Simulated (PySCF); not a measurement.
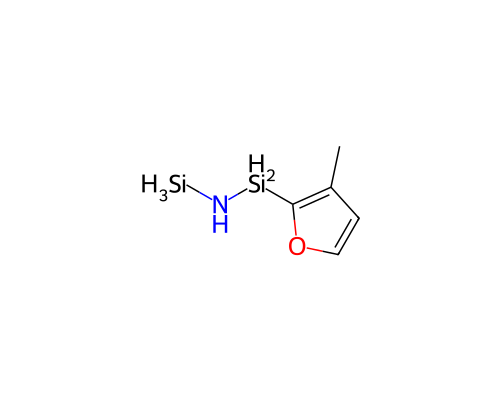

(Drawn from a calculation with PySCF.)

Transcribe the drawing into SMILES.

Answer. Cc1ccoc1[SiH2]N[SiH3]

Give the formula, hydrogens included.

Answer. C5H11NOSi2.

An optimisation with PBE0-D3(BJ)/def2-SVP gave a structure of which point group?

Answer. C1. Other conformers may differ.
